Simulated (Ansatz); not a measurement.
Abstraction of H: GeH2(NH2)2 + B(CH3)2 → GeH2(NH)(NH2) + BH(CH3)2

Species: GeH2(NH2)2, singlet; B(CH3)2, doublet; GeH2(NH)(NH2), doublet; BH(CH3)2, singlet. A radical takes H: the energy is the difference in strength between the N–H bond broken and the B–H bond made.

Shapes, held fixed at every level: PBE0-D4/def2-TZVP. Flexible molecules stand in one conformer, not always the lowest. Programs: Ansatz 0.2.0. The zero-point and thermal change to 298 K, harmonic and unscaled (PBE0-D4/def2-TZVP), is -8.6 kJ/mol.

```
                level                    kind  ΔH(298 K) (kJ/mol)  less CCSD(T)/def2-TZVPP
          HF/def2-SVP            Hartree–Fock                -9.7                    -29.1
  BHLYP-D4/def2-TZVPP           global hybrid                +7.5                    -11.9
r2SCAN0-D4/def2-TZVPP           global hybrid               +20.8                     +1.4
   wB97X-V/def2-TZVPP  range-separated hybrid               +15.8                     -3.6
    B2PLYP/def2-TZVPP           double hybrid               +20.0                     +0.6
         MP2/def2-SVP     perturbation theory               +36.9                    +17.5
      CCSD/def2-TZVPP   coupled cluster or CI               +16.0                     -3.4
   CCSD(T)/def2-TZVPP   coupled cluster or CI               +19.4                      0.0
```

The highest level, CCSD(T)/def2-TZVPP, gives ΔH(298 K) = +19.4 kJ/mol; the levels span -9.7 to +36.9. They disagree on the sign: 7 of 8 are positive. The column of differences is taken from that level and isn't an error. No measured value is set beside it here. Open shells run unrestricted unless RO is named. Relativity is left out for Ge unless named. Correlated rows may include outer-core shells of Ge, which these sets cover unevenly.

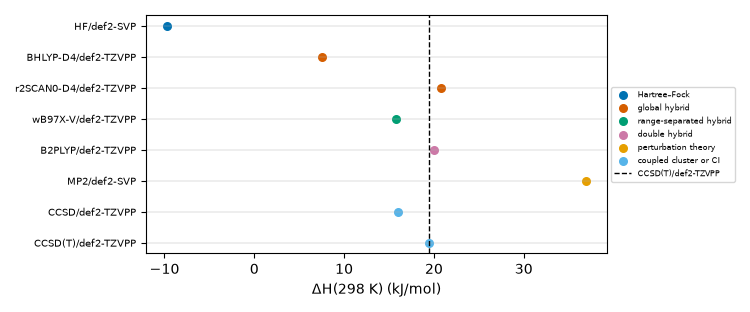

The values of the table, level by level.
